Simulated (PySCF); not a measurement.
Input

```
{"job": {"kind": "epr", "basis": "pcH-1"}, "charge": 0, "multiplicity": 2}
F      3.145808    -1.052915     0.945277
C      2.663424    -0.341911    -0.093853
C      1.478843     0.494533     0.151578
C      0.162548    -0.321416     0.148717
C     -1.040401     0.574323     0.420184
C     -2.332804    -0.230620     0.425241
F     -3.402825     0.593555     0.677518
H      2.935008    -0.761779    -1.046520
H      1.577914     0.979082     1.125569
H      1.420875     1.261407    -0.622512
H      0.048189    -0.812348    -0.819756
H      0.227453    -1.095694     0.915345
H     -0.930492     1.065705     1.388961
H     -1.110649     1.350752    -0.344427
H     -2.330170    -0.991975     1.212281
H     -2.520319    -0.701756    -0.545487
```

Launched as:

```sh
OMP_NUM_THREADS=1 python probes_run.py task.json out
```

Geometry: GFN2-xTB.

Method: UKS B3LYP, pcH-1 on C F H, non-relativistic, mean-field spin-orbit, GIAO (PySCF).

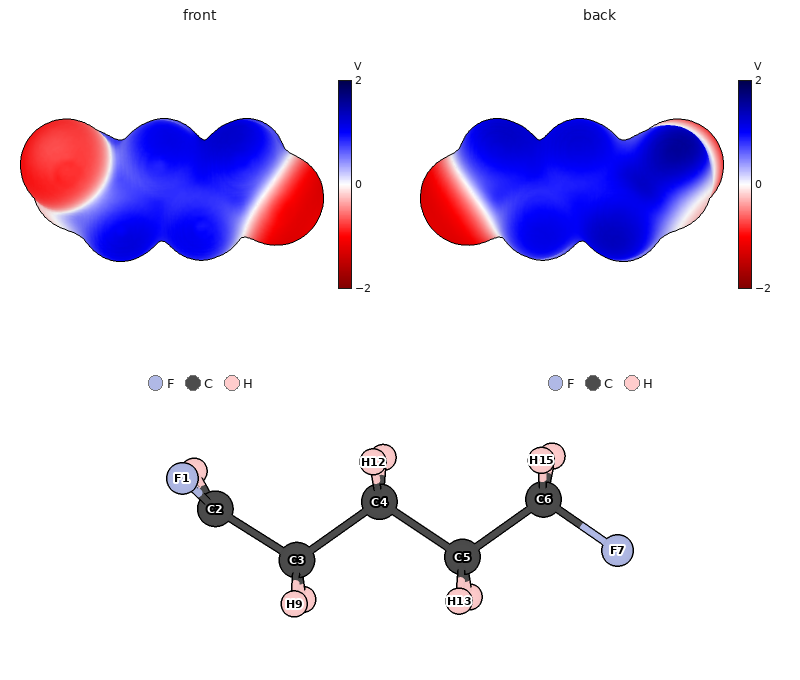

C₅H₉F₂ (SMILES F[CH]CCCCF) (doublet). The electrostatic potential painted on the density surface at 0.004 e/bohr³, seen from the front and from behind; the colour scale runs from red (negative) to blue (positive). The bare structure is drawn below in the same view.

Question: Describe the electrostatic potential map.

Answer: The most negative region (about −1.2 V, or −28 kcal/mol for a unit charge) lies over F7, the most positive (about +1.5 V, or +35 kcal/mol for a unit charge) over H8.
